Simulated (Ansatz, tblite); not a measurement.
**Ga(NH3)2H3 (GaN2H9): charged states by level of theory**

Aim: the energy of removing and adding an electron for Ga(NH3)2H3 (GaN2H9), by energy differences, and how well orbital energies stand in for it.

Method: as each input shows; program: Ansatz 0.2.0, Gaussian basis.

Levels to be run: charge +1 doublet, at the geometry of the singlet (PBE0-D4/def2-TZVP, PBE-D4/def2-TZVP, r2SCAN-D4/def2-TZVP); charge -1 doublet, at the geometry of the singlet (PBE0-D4/def2-TZVPD, PBE-D4/def2-TZVPD, r2SCAN-D4/def2-TZVPD); the starting singlet's energies come from earlier runs.

### 1 The structure

The singlet was relaxed beforehand with PBE-D4/def2-SVP.

12 atoms, charge 0, spin multiplicity 1.

Atoms are counted from 1 here; the program's logs count them from 0.

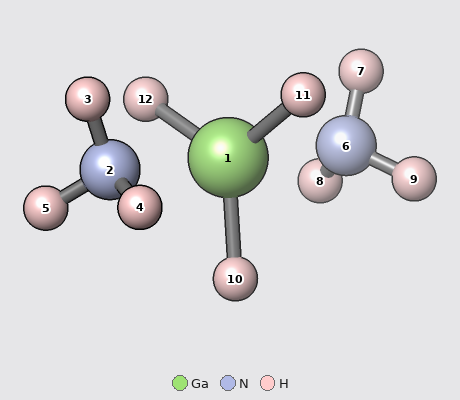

The structure; gallium green, nitrogen light blue, hydrogen pink; atoms are numbered from 1 in the order of the file.

As a file:

```xyz
12
charge 0, multiplicity 1
Ga   -0.0001    0.0000    0.0000
N    -0.0028   -0.0169    2.3549
H    -0.9590    0.0062    2.7312
H     0.4970    0.7951    2.7387
H     0.4522   -0.8602    2.7266
N     0.0029    0.0169   -2.3549
H    -0.9525    0.0364   -2.7333
H     0.4668   -0.8166   -2.7376
H     0.4958    0.8391   -2.7256
H     1.6000   -0.0183    0.0019
H    -0.7843    1.3949    0.0090
H    -0.8160   -1.3765   -0.0110
```

### 2 Charge +1 doublet at the fixed geometry, first pass, PBE0-D4/def2-SVP

in.yaml reads:

```yaml
crystal:
  periodic: [false, false, false]
  atoms:
    - {symbol: Ga, position_ang: [-0.000090, 0.000027, -0.000016]}
    - {symbol: N, position_ang: [-0.002813, -0.016892, 2.354897]}
    - {symbol: H, position_ang: [-0.958967, 0.006201, 2.731222]}
    - {symbol: H, position_ang: [0.496969, 0.795071, 2.738728]}
    - {symbol: H, position_ang: [0.452213, -0.860211, 2.726581]}
    - {symbol: N, position_ang: [0.002865, 0.016888, -2.354871]}
    - {symbol: H, position_ang: [-0.952527, 0.036356, -2.733328]}
    - {symbol: H, position_ang: [0.466833, -0.816577, -2.737561]}
    - {symbol: H, position_ang: [0.495824, 0.839058, -2.725554]}
    - {symbol: H, position_ang: [1.600037, -0.018277, 0.001854]}
    - {symbol: H, position_ang: [-0.784341, 1.394889, 0.009044]}
    - {symbol: H, position_ang: [-0.816013, -1.376532, -0.010995]}
basis:
  gaussian: {orbitals: def2-SVP}
total_charge: 1
magnetization: {spin_polarized: true, initial_magnetization: 1}
hamiltonian: {xc: pbe0, dispersion: d4}
output: {orbitals: {seedname: orbitals}}
```

Started as:

```
ansatz run in.yaml --threads 2 --pin off --events-out ev --progress --plain --max-ram 4352MiB
```

Standard output:

```text
Functional definition: PBE0
  name "PBE0"
  cite "Adamo & Barone, J. Chem. Phys. 110, 6158 (1999) doi:10.1063/1.478522"
  cite "Perdew, Burke & Ernzerhof, Phys. Rev. Lett. 77, 3865 (1996) doi:10.1103/PhysRevLett.77.3865"
  parent pbe
  parameter a = 0.25
  parameter kappa = 0.804
  parameter beta = 0.06672455060314922
  exchange = (1 - a)*pbe_x(kappa = kappa, mu = beta*pi^2/3) + a*exact_x
  correlation = pbe_c(beta = beta)
1082 factors; integrals over basis functions are off by at most 1.6e-3 eV
mean field evaluation 1: about -55461.1533 eV, gradient 6.2e1 eV
mean field evaluation 2: about -55438.0020 eV, gradient 8.8e1 eV
mean field evaluation 4: about -55476.2752 eV, gradient 2.6e0 eV
mean field evaluation 8: about -55476.4900 eV, gradient 4.9e-1 eV
mean field evaluation 16: about -55476.5001 eV, gradient 5.8e-3 eV
mean field evaluation 32: about -55476.5001 eV, gradient 3.0e-5 eV
mean field evaluation 64: about -55476.2608 eV, gradient 4.5e-1 eV
mean field evaluation 96: about -55476.5003 eV, gradient 5.1e-6 eV
mean field -55476.50026606 eV, -2038.7237814553 hartree, gradient 1.1e-5 eV, S^2 0.760735; 10 other end points of the search recorded, 0 dependent functions left out
reference -55476.50029716 eV, -2038.7237825981 hartree; 27, 26 occupied and 78, 79 virtual orbitals, 1082 factors
Total energy: -55476.62485272 eV, -2038.7283599307 hartree
```

Run time: 20 s. Hardware: 2 threads of Arm Neoverse V1, shared host.

Report: HOMO -12.64 eV, LUMO -11.15 eV (over both spins); ⟨S²⟩ 0.761 (pure: 0.75).

### 3 Charge +1 doublet at the fixed geometry, PBE0-D4/def2-TZVP

start.molden holds the orbitals of an earlier run on this state, given as this run's starting guess.

Changes to in.yaml since step 2:

```diff
@@ -16,3 +16,3 @@
 basis:
-  gaussian: {orbitals: def2-SVP}
+  gaussian: {orbitals: def2-TZVP, initial_orbitals: start.molden}
 total_charge: 1
@@ -20,2 +20,3 @@
 hamiltonian: {xc: pbe0, dispersion: d4}
+scf: {omitted_lower_state_checks: [starts]}
 output: {orbitals: {seedname: orbitals}}
```

The command is unchanged.

Standard output:

```text
Functional definition: PBE0
  name "PBE0"
  cite "Adamo & Barone, J. Chem. Phys. 110, 6158 (1999) doi:10.1063/1.478522"
  cite "Perdew, Burke & Ernzerhof, Phys. Rev. Lett. 77, 3865 (1996) doi:10.1103/PhysRevLett.77.3865"
  parent pbe
  parameter a = 0.25
  parameter kappa = 0.804
  parameter beta = 0.06672455060314922
  exchange = (1 - a)*pbe_x(kappa = kappa, mu = beta*pi^2/3) + a*exact_x
  correlation = pbe_c(beta = beta)
these checks for a lower state are left out or cut short: starts
1119 factors; their error is unknown
mean field evaluation 1: about -55484.6496 eV, gradient 9.3e1 eV
mean field evaluation 2: about -55486.5234 eV, gradient 2.4e0 eV
mean field evaluation 4: about -55486.7318 eV, gradient 2.4e-1 eV
mean field evaluation 8: about -55486.7320 eV, gradient 4.1e-5 eV
mean field -55486.73203824 eV, -2039.0997921474 hartree, gradient 1.2e-5 eV, S^2 0.761704; 0 other end points of the search recorded, 0 dependent functions left out
reference -55486.73207028 eV, -2039.0997933248 hartree; 27, 26 occupied and 137, 138 virtual orbitals, 1119 factors
Total energy: -55486.85662584 eV, -2039.1043706573 hartree
Checks for a lower state left out: starts
```

It took 7.5 s on 2 threads of Arm Neoverse V1, shared host.

From the report: HOMO -12.70 eV, LUMO -11.19 eV (over both spins); ⟨S²⟩ 0.762 (pure: 0.75).

### 4 Charge +1 doublet at the fixed geometry, PBE-D4/def2-TZVP

Changes to in.yaml since step 3:

```diff
@@ -19,3 +19,3 @@
 magnetization: {spin_polarized: true, initial_magnetization: 1}
-hamiltonian: {xc: pbe0, dispersion: d4}
+hamiltonian: {xc: pbe, dispersion: d4}
 scf: {omitted_lower_state_checks: [starts]}
```

Launched as before.

Standard output:

```text
Functional definition: PBE
  name "PBE"
  cite "Perdew, Burke & Ernzerhof, Phys. Rev. Lett. 77, 3865 (1996) doi:10.1103/PhysRevLett.77.3865"
  parent pbe
  parameter kappa = 0.804
  parameter beta = 0.06672455060314922
  exchange = pbe_x(kappa = kappa, mu = beta*pi^2/3)
  correlation = pbe_c(beta = beta)
these checks for a lower state are left out or cut short: starts
1074 factors; their error is unknown
mean field evaluation 1: about -55485.5181 eV, gradient 7.2e0 eV
mean field evaluation 2: about -55485.6608 eV, gradient 3.1e-1 eV
mean field evaluation 4: about -55485.6406 eV, gradient 1.3e-1 eV
mean field evaluation 8: about -55485.6407 eV, gradient 1.6e-5 eV
mean field -55485.64073480 eV, -2039.0596874856 hartree, gradient 1.6e-5 eV, S^2 0.753321; 0 other end points of the search recorded, 0 dependent functions left out
reference -55485.64077779 eV, -2039.0596890658 hartree; 27, 26 occupied and 137, 138 virtual orbitals, 1074 factors
Total energy: -55485.78898707 eV, -2039.0651356561 hartree
Checks for a lower state left out: starts
```

It took 4.5 s on 2 threads of Arm Neoverse V1, shared host.

From the report: HOMO -11.55 eV, LUMO -11.60 eV (over both spins; with the spin held, an empty level of the minority spin lies below the top filled one); ⟨S²⟩ 0.753 (pure: 0.75).

### 5 Charge +1 doublet at the fixed geometry, r2SCAN-D4/def2-TZVP

Changes to in.yaml since step 4:

```diff
@@ -19,3 +19,3 @@
 magnetization: {spin_polarized: true, initial_magnetization: 1}
-hamiltonian: {xc: pbe, dispersion: d4}
+hamiltonian: {xc: r2scan, dispersion: d4}
 scf: {omitted_lower_state_checks: [starts]}
```

Launched as before.

Standard output:

```text
Functional definition: r2SCAN
  name "r2SCAN"
  cite "Furness, Kaplan, Ning, Perdew & Sun, J. Phys. Chem. Lett. 11, 8208 (2020) doi:10.1021/acs.jpclett.0c02405"
  cite "Furness, Kaplan, Ning, Perdew & Sun, J. Phys. Chem. Lett. 11, 9248 (2020) doi:10.1021/acs.jpclett.0c03077"
  parent r2scan
  parameter k0 = 0.174
  parameter k1 = 0.065
  parameter a1 = 4.9479
  exchange = r2scan_x(k0 = k0, k1 = k1, a1 = a1)
  correlation = r2scan_c
these checks for a lower state are left out or cut short: starts
1074 factors; their error is unknown
mean field evaluation 1: about -55495.4104 eV, gradient 4.3e0 eV
mean field evaluation 2: about -55495.4656 eV, gradient 1.9e-1 eV
mean field evaluation 4: about -55495.4351 eV, gradient 8.4e-2 eV
mean field evaluation 8: about -55495.4351 eV, gradient 1.2e-5 eV
mean field -55495.43509894 eV, -2039.4196237292 hartree, gradient 1.6e-5 eV, S^2 0.758319; 0 other end points of the search recorded, 0 dependent functions left out
reference -55495.43511421 eV, -2039.4196242901 hartree; 27, 26 occupied and 137, 138 virtual orbitals, 1074 factors
Total energy: -55495.47114606 eV, -2039.4209484362 hartree
Checks for a lower state left out: starts
```

It took 13 s on 2 threads of Arm Neoverse V1, shared host.

Report: HOMO -11.76 eV, LUMO -11.72 eV (over both spins); ⟨S²⟩ 0.758 (pure: 0.75).

### 6 Vertical ionisation energy

Charged state less starting state, singlet to doublet; the starting state's energies are those of its earlier runs.

```tsv
level	vertical ionisation energy (eV)	time
PBE-D4/def2-TZVP	+8.71	6.7 s
r2SCAN-D4/def2-TZVP	+8.91	17 s
PBE0-D4/def2-TZVP	+9.11	10 s
```

Times add the two runs; a level without a time comes out of a correlated run.

Beside −ε(HOMO) of the starting state:

```tsv
level	−ε(HOMO) (eV)	by difference (eV)	mismatch (eV)
PBE-D4/def2-TZVP	5.66	8.71	-3.06
r2SCAN-D4/def2-TZVP	5.97	8.91	-2.94
PBE0-D4/def2-TZVP	6.90	9.11	-2.21
```

### 7 Charge -1 doublet at the fixed geometry, first pass, PBE0-D4/def2-SVP

Changes to in.yaml since step 5:

```diff
@@ -16,7 +16,6 @@
 basis:
-  gaussian: {orbitals: def2-TZVP, initial_orbitals: start.molden}
-total_charge: 1
+  gaussian: {orbitals: def2-SVP}
+total_charge: -1
 magnetization: {spin_polarized: true, initial_magnetization: 1}
-hamiltonian: {xc: r2scan, dispersion: d4}
-scf: {omitted_lower_state_checks: [starts]}
+hamiltonian: {xc: pbe0, dispersion: d4}
 output: {orbitals: {seedname: orbitals}}
```

Launched as before.

Standard output:

```text
Functional definition: PBE0
  name "PBE0"
  cite "Adamo & Barone, J. Chem. Phys. 110, 6158 (1999) doi:10.1063/1.478522"
  cite "Perdew, Burke & Ernzerhof, Phys. Rev. Lett. 77, 3865 (1996) doi:10.1103/PhysRevLett.77.3865"
  parent pbe
  parameter a = 0.25
  parameter kappa = 0.804
  parameter beta = 0.06672455060314922
  exchange = (1 - a)*pbe_x(kappa = kappa, mu = beta*pi^2/3) + a*exact_x
  correlation = pbe_c(beta = beta)
1082 factors; integrals over basis functions are off by at most 1.6e-3 eV
mean field evaluation 1: about -55479.9780 eV, gradient 2.7e1 eV
mean field evaluation 2: about -55478.3386 eV, gradient 3.5e1 eV
mean field evaluation 4: about -55482.8065 eV, gradient 8.4e-1 eV
mean field evaluation 8: about -55483.0023 eV, gradient 5.2e-2 eV
mean field evaluation 16: about -55483.0024 eV, gradient 3.3e-5 eV
mean field -55483.00236795 eV, -2038.9627292924 hartree, gradient 3.6e-5 eV, S^2 0.751530; 1 other end points of the search recorded, 0 dependent functions left out
reference -55483.00240542 eV, -2038.9627306695 hartree; 28, 27 occupied and 77, 78 virtual orbitals, 1082 factors
Total energy: -55483.18515643 eV, -2038.9694466452 hartree
```

It took 9.5 s on 2 threads of Arm Neoverse V1, shared host.

Report: HOMO 3.91 eV, LUMO 5.17 eV (over both spins); ⟨S²⟩ 0.752 (pure: 0.75). Doubts: highest occupied level lies above zero.

### 8 Charge -1 doublet at the fixed geometry, PBE0-D4/def2-TZVPD

Changes to in.yaml since step 7:

```diff
@@ -16,3 +16,3 @@
 basis:
-  gaussian: {orbitals: def2-SVP}
+  gaussian: {orbitals: def2-TZVPD, initial_orbitals: start.molden}
 total_charge: -1
@@ -20,2 +20,3 @@
 hamiltonian: {xc: pbe0, dispersion: d4}
+scf: {omitted_lower_state_checks: [starts]}
 output: {orbitals: {seedname: orbitals}}
```

Same command.

Standard output:

```text
Functional definition: PBE0
  name "PBE0"
  cite "Adamo & Barone, J. Chem. Phys. 110, 6158 (1999) doi:10.1063/1.478522"
  cite "Perdew, Burke & Ernzerhof, Phys. Rev. Lett. 77, 3865 (1996) doi:10.1103/PhysRevLett.77.3865"
  parent pbe
  parameter a = 0.25
  parameter kappa = 0.804
  parameter beta = 0.06672455060314922
  exchange = (1 - a)*pbe_x(kappa = kappa, mu = beta*pi^2/3) + a*exact_x
  correlation = pbe_c(beta = beta)
these checks for a lower state are left out or cut short: starts
1241 factors; their error is unknown
mean field evaluation 1: about -55491.0134 eV, gradient 9.7e1 eV
mean field evaluation 2: about -55493.9279 eV, gradient 5.0e0 eV
mean field evaluation 4: about -55494.7016 eV, gradient 1.6e-2 eV
mean field evaluation 8: about -55494.8609 eV, gradient 2.5e-5 eV
mean field -55494.86094677 eV, -2039.3985240260 hartree, gradient 1.2e-5 eV, S^2 0.750830; 0 other end points of the search recorded, 0 dependent functions left out
reference -55494.86098658 eV, -2039.3985254890 hartree; 28, 27 occupied and 181, 182 virtual orbitals, 1241 factors
Total energy: -55495.04373759 eV, -2039.4052414647 hartree
Checks for a lower state left out: starts
```

It took 24 s on 2 threads of Arm Neoverse V1, shared host; peak memory 0.96 GiB.

HOMO 2.05 eV, LUMO 2.61 eV (over both spins); ⟨S²⟩ 0.751 (pure: 0.75). Doubts: highest occupied level lies above zero.

### 9 Charge -1 doublet at the fixed geometry, PBE-D4/def2-TZVPD

Changes to in.yaml since step 8:

```diff
@@ -19,3 +19,3 @@
 magnetization: {spin_polarized: true, initial_magnetization: 1}
-hamiltonian: {xc: pbe0, dispersion: d4}
+hamiltonian: {xc: pbe, dispersion: d4}
 scf: {omitted_lower_state_checks: [starts]}
```

The command is unchanged.

Standard output:

```text
Functional definition: PBE
  name "PBE"
  cite "Perdew, Burke & Ernzerhof, Phys. Rev. Lett. 77, 3865 (1996) doi:10.1103/PhysRevLett.77.3865"
  parent pbe
  parameter kappa = 0.804
  parameter beta = 0.06672455060314922
  exchange = pbe_x(kappa = kappa, mu = beta*pi^2/3)
  correlation = pbe_c(beta = beta)
these checks for a lower state are left out or cut short: starts
1193 factors; their error is unknown
mean field evaluation 1: about -55493.5440 eV, gradient 7.3e0 eV
mean field evaluation 2: about -55493.6616 eV, gradient 1.5e-1 eV
mean field evaluation 4: about -55493.6191 eV, gradient 1.1e-3 eV
mean field evaluation 8: about -55493.6191 eV, gradient 1.8e-5 eV
mean field -55493.61913775 eV, -2039.3528883861 hartree, gradient 5.5e-6 eV, S^2 0.750557; 0 other end points of the search recorded, 0 dependent functions left out
reference -55493.61919073 eV, -2039.3528903332 hartree; 28, 27 occupied and 181, 182 virtual orbitals, 1193 factors
Total energy: -55493.83630330 eV, -2039.3608690731 hartree
Checks for a lower state left out: starts
```

Run time: 9.5 s. Hardware: 2 threads of Arm Neoverse V1, shared host.

From the report: HOMO 2.25 eV, LUMO 2.28 eV (over both spins); ⟨S²⟩ 0.751 (pure: 0.75). Doubts: highest occupied level lies above zero.

### 10 Charge -1 doublet at the fixed geometry, r2SCAN-D4/def2-TZVPD

Changes to in.yaml since step 9:

```diff
@@ -19,3 +19,3 @@
 magnetization: {spin_polarized: true, initial_magnetization: 1}
-hamiltonian: {xc: pbe, dispersion: d4}
+hamiltonian: {xc: r2scan, dispersion: d4}
 scf: {omitted_lower_state_checks: [starts]}
```

Launched as before.

Standard output:

```text
Functional definition: r2SCAN
  name "r2SCAN"
  cite "Furness, Kaplan, Ning, Perdew & Sun, J. Phys. Chem. Lett. 11, 8208 (2020) doi:10.1021/acs.jpclett.0c02405"
  cite "Furness, Kaplan, Ning, Perdew & Sun, J. Phys. Chem. Lett. 11, 9248 (2020) doi:10.1021/acs.jpclett.0c03077"
  parent r2scan
  parameter k0 = 0.174
  parameter k1 = 0.065
  parameter a1 = 4.9479
  exchange = r2scan_x(k0 = k0, k1 = k1, a1 = a1)
  correlation = r2scan_c
these checks for a lower state are left out or cut short: starts
1193 factors; their error is unknown
mean field evaluation 1: about -55503.4477 eV, gradient 4.4e0 eV
mean field evaluation 2: about -55503.4896 eV, gradient 5.6e-2 eV
mean field evaluation 4: about -55503.4436 eV, gradient 5.8e-4 eV
mean field evaluation 8: about -55503.4436 eV, gradient 2.1e-5 eV
mean field -55503.44358880 eV, -2039.7139303029 hartree, gradient 6.1e-6 eV, S^2 0.751998; 0 other end points of the search recorded, 0 dependent functions left out
reference -55503.44360883 eV, -2039.7139310392 hartree; 28, 27 occupied and 181, 182 virtual orbitals, 1193 factors
Total energy: -55503.49815428 eV, -2039.7159355475 hartree
Checks for a lower state left out: starts
```

Run time: 19 s. Hardware: 2 threads of Arm Neoverse V1, shared host.

Report: HOMO 2.23 eV, LUMO 2.37 eV (over both spins); ⟨S²⟩ 0.752 (pure: 0.75). Doubts: highest occupied level lies above zero.

### 11 Vertical electron affinity

Starting state less charged state (positive: the electron is bound), singlet to doublet; the starting state's energies are those of its earlier runs.

```tsv
level	vertical electron affinity (eV)	time
PBE-D4/def2-TZVPD	-0.73	13 s
r2SCAN-D4/def2-TZVPD	-0.93	25 s
PBE0-D4/def2-TZVPD	-0.97	28 s
```

Times add the two runs; a level without a time comes out of a correlated run.

Beside −ε(LUMO) of the starting state:

```tsv
level	−ε(LUMO) (eV)	by difference (eV)	mismatch (eV)
PBE-D4/def2-TZVPD	0.74	-0.73	+1.47
r2SCAN-D4/def2-TZVPD	0.02	-0.93	+0.95
PBE0-D4/def2-TZVPD	0.02	-0.97	+0.99
```

### 12 What came out

```
                                             quantity                                 value
 vertical ionisation energy, functionals in def2-TZVP    8.71 (PBE-D4) to 9.11 eV (PBE0-D4)
vertical electron affinity, functionals in def2-TZVPD  -0.97 (PBE0-D4) to -0.73 eV (PBE-D4)
```

What this shows: The vertical ionisation energy spans 8.71 to 9.11 eV over the functionals. −ε(HOMO) misses the level's own difference by -2.21 eV at best (PBE0-D4) and -3.06 eV at worst (PBE-D4). The vertical electron affinity spans -0.97 to -0.73 eV over the functionals. A negative affinity means an unbound electron, held by the basis alone. −ε(LUMO) misses the level's own difference by +0.95 eV at best (r2SCAN-D4) and +1.47 eV at worst (PBE-D4).
